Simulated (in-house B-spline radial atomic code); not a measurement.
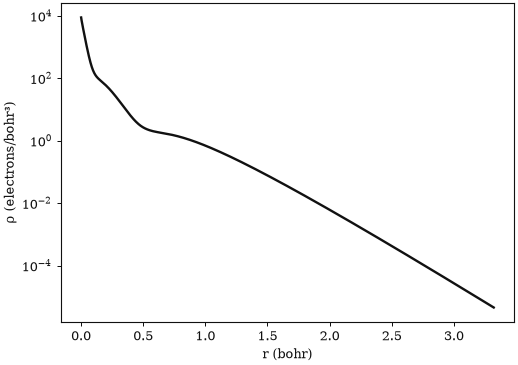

The V⁵⁺ ion; electrons: [Ar]. All numbers are computed, not measured: Dirac-Hartree-Fock, average of configuration, Fermi nucleus, basis-set limit (an in-house B-spline radial code).

The plot shows the electron density ρ(r) on a logarithmic scale.

Read the plot.

The density falls from 8900 electrons/bohr³ at the inner end (r = 0.00087 bohr) to 0.001 at r = 2.34 bohr, a common measure of the size of an atom or ion. The steps in the slope mark the shells; the radial density has its minima at 0.10 and 0.53 bohr.
